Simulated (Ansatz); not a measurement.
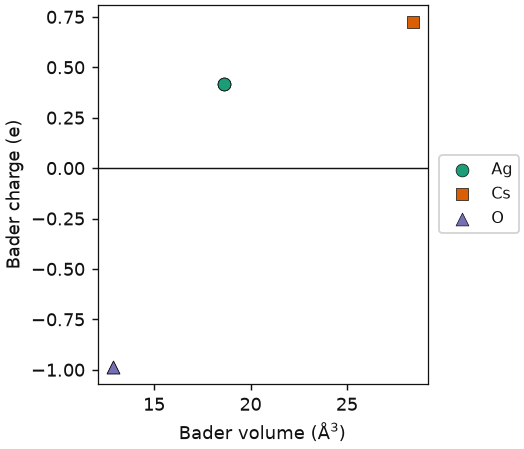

Describe the figure.

Bader charges of the atoms (positive: electrons lost), against the volumes of their basins. System: CsAg₃O₂, space group P6/mmm, 6 atoms in the cell. Computed with Ansatz: DFT PBE, scalar-relativistic, plane waves, PAW, no spin polarisation, 6×6×10 k mesh, 420 eV cutoff, Gaussian smearing of 0.1 eV.

The Bader charges are Cs +0.73 e, Ag +0.42 e and O −0.99 e. Summed over the cell, Ag gives up most (1.2 e) and O takes most (2.0 e). Cs has the largest basins, 28.4 Å³ on average, and O the smallest, 12.8 Å³.

The structure is an invented one, so it need not be a known or stable phase.
